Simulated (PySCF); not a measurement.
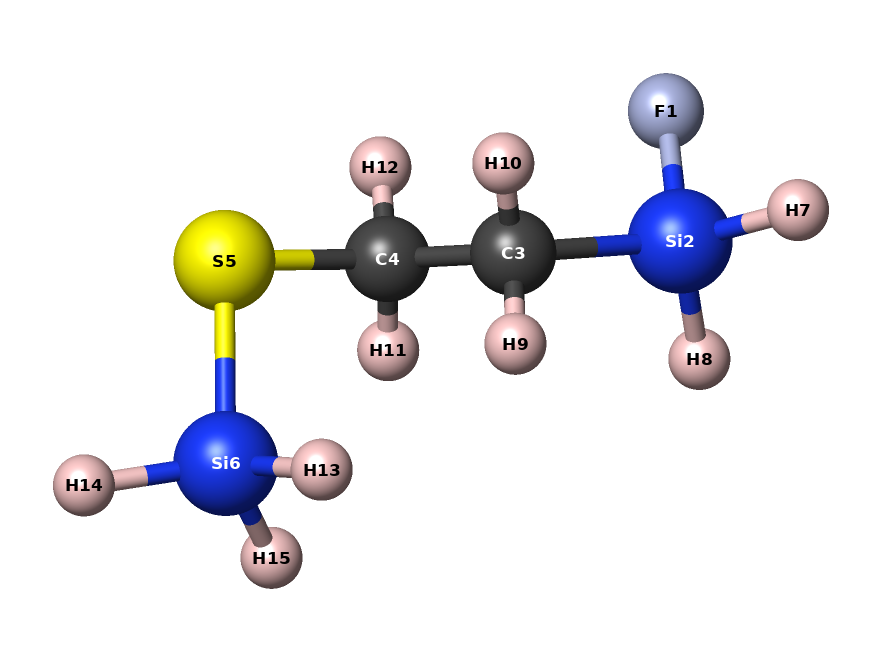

Every bond is drawn as one stick. The computed structure is the end point of a GFN2-xTB optimisation. No frequency run is at hand to confirm it as a minimum. Computed with PBE0/pcSseg-1 (PySCF 2.14.0).

List the Mayer bond orders of F1–Si2, Si2–C3, Si2–H7, Si2–H8, C3–C4, C3–H9, C3–H10, C4–S5, C4–H11, C4–H12, S5–Si6, Si6–H13, Si6–H14, Si6–H15.

```json
{"bond": "F1–Si2", "Mayer order": "0.91", "length (Å)": "1.610"}
{"bond": "Si2–C3", "Mayer order": "0.90", "length (Å)": "1.900"}
{"bond": "Si2–H7", "Mayer order": "0.92", "length (Å)": "1.454"}
{"bond": "Si2–H8", "Mayer order": "0.92", "length (Å)": "1.456"}
{"bond": "C3–C4", "Mayer order": "1.00", "length (Å)": "1.517"}
{"bond": "C3–H9", "Mayer order": "0.93", "length (Å)": "1.092"}
{"bond": "C3–H10", "Mayer order": "0.94", "length (Å)": "1.092"}
{"bond": "C4–S5", "Mayer order": "1.01", "length (Å)": "1.835"}
{"bond": "C4–H11", "Mayer order": "0.93", "length (Å)": "1.090"}
{"bond": "C4–H12", "Mayer order": "0.94", "length (Å)": "1.089"}
{"bond": "S5–Si6", "Mayer order": "0.97", "length (Å)": "2.139"}
{"bond": "Si6–H13", "Mayer order": "0.91", "length (Å)": "1.462"}
{"bond": "Si6–H14", "Mayer order": "0.95", "length (Å)": "1.450"}
{"bond": "Si6–H15", "Mayer order": "0.92", "length (Å)": "1.459"}
```

The geometry is semi-empirical. Around Si such bond lengths and angles can be off by a tenth of an ångström or more and by several degrees, and values that hang on the shape move with them.
